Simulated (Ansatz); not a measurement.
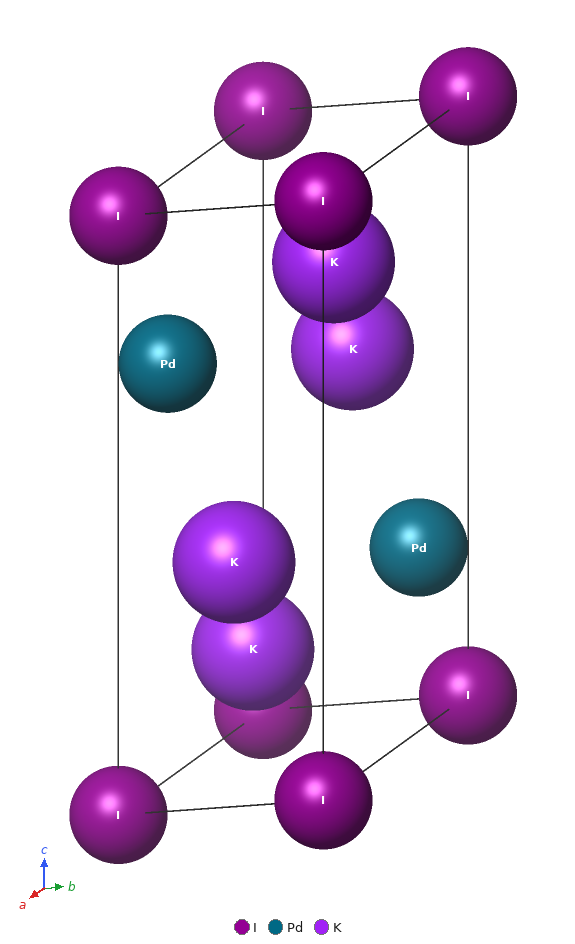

Drawn in the spheres-only manner and seen slightly off an axis. The wireframe shows the simulation cell.

```xyz
7
Lattice="2.8873 5.0010 0.0000 -2.8873 5.0010 0.0000 -2.8873 1.6670 9.2506" Properties=species:S:1:pos:R:3 pbc="T T T"
I     0.0000    0.0000    0.0000
Pd   -2.8873    5.0010    2.4680
Pd    0.0000    6.6680    6.7827
K     0.0000    3.3340    1.5143
K    -2.8873    8.3350    7.7363
K    -2.8873    5.0010    5.7813
K     0.0000    6.6680    3.4694
```

The numbers come from DFT, PAW plane waves, PBE (Ansatz 0.2.0), using a cutoff energy of 420 eV, Brillouin-zone sampling on a 5×6×3 mesh, Gaussian smearing of 0.046 eV, no spin polarisation.

What are the atomic charges by Bader's partition?

Answer. K +0.63 to +0.73 e; Pd -1.13 e; I -0.46 e.

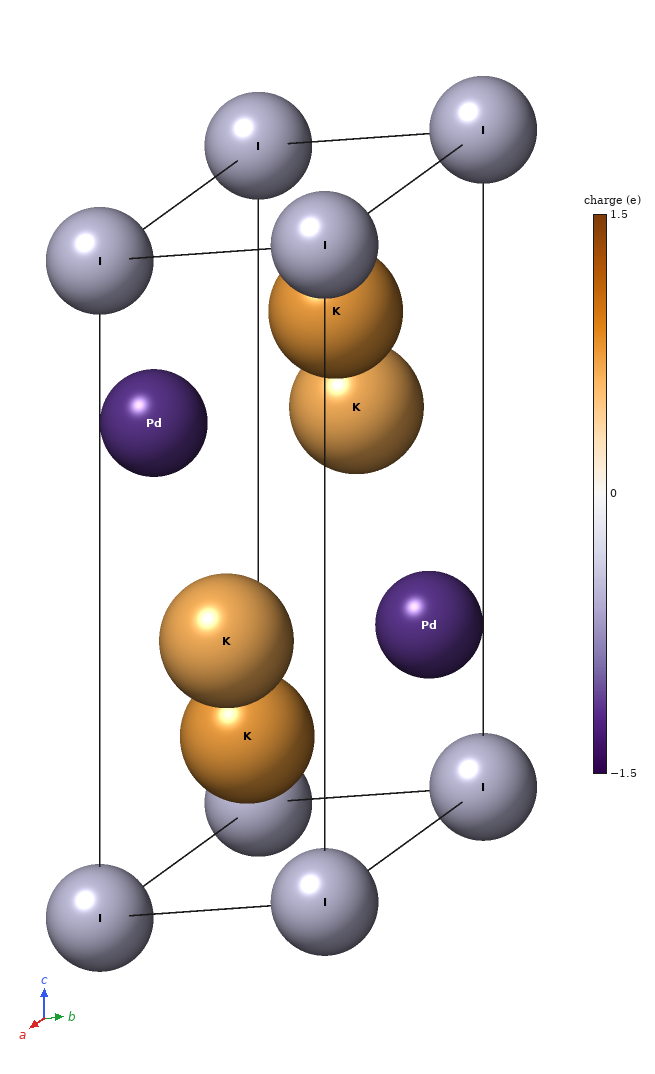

The atoms coloured by those charges.

The picture shows a generated cell, made by putting these elements into a known structure type (the compound may or may not exist in this form); the geometry isn't optimised. It was run through Ansatz as a DFT input.

At this level of theory the cell isn't at rest (forces up to 1.3 eV/Å), so its distances can differ from those at equilibrium, the more so the softer the solid.
